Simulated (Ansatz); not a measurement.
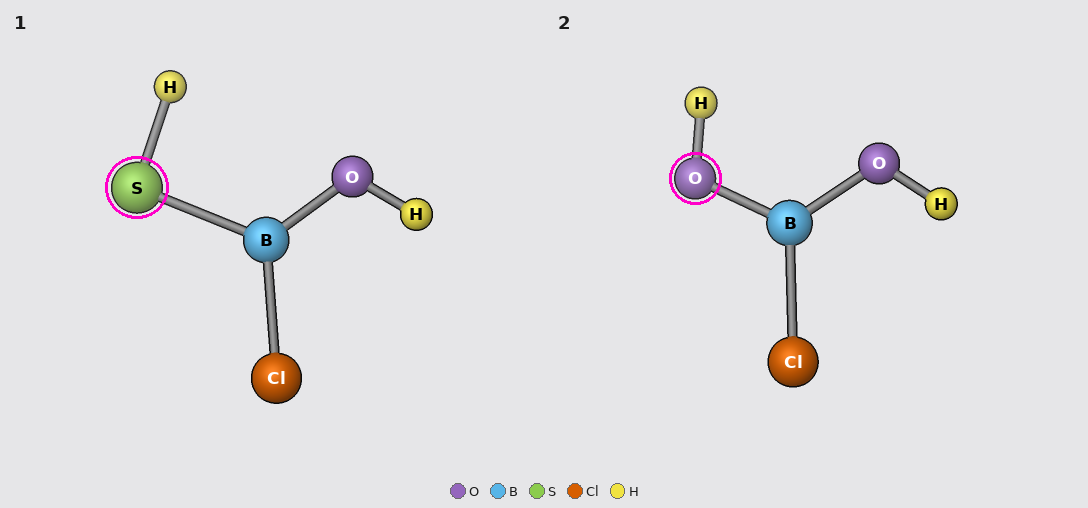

2 molecules with one skeleton, seen from the same side and at one scale; the atom that differs is circled. Each species is neutral and a spin singlet. Computed geometries: PBE0-D4/def2-TZVP optimisations, one conformation each. Properties computed with Ansatz 0.2.0.

One atom differs, called X below: S in panel 1, O in panel 2. Their formulas are BClH2OS (`OB(S)Cl`), BClH2O2 (`OB(O)Cl`).

Question: In which is the harmonic zero-point energy higher (PBE0-D4/def2-TZVP)?

Answer: In panel 2 (X = O).

Question: In which is the HOMO energy (Kohn–Sham orbital) higher (PBE-D4/def2-TZVPP)?

Answer: In panel 1 (X = S).

Give the values. With PBE0-D4/def2-TZVP: length of X–B (Å), length of X–H (Å), angle B–X–H (°), harmonic zero-point energy (kJ/mol). With PBE-D4/def2-TZVPP: dipole moment (D), HOMO energy (Kohn–Sham orbital) (eV), HOMO–LUMO gap (eV), vertical ionisation energy (eV).

```
                            quantity  1 (S)  2 (O)   2 − 1
                   length of X–B (Å)  1.800  1.349  −0.451
                   length of X–H (Å)  1.344  0.962  −0.382
                     angle B–X–H (°)   94.9  112.0   +17.1
                   dipole moment (D)   1.61   1.92   +0.31
HOMO energy (Kohn–Sham orbital) (eV)  −6.68  −7.64   −0.96
                  HOMO–LUMO gap (eV)   5.66   7.32   +1.66
     vertical ionisation energy (eV)  10.07  11.33   +1.26
 harmonic zero-point energy (kJ/mol)   79.5   93.3   +13.8
```
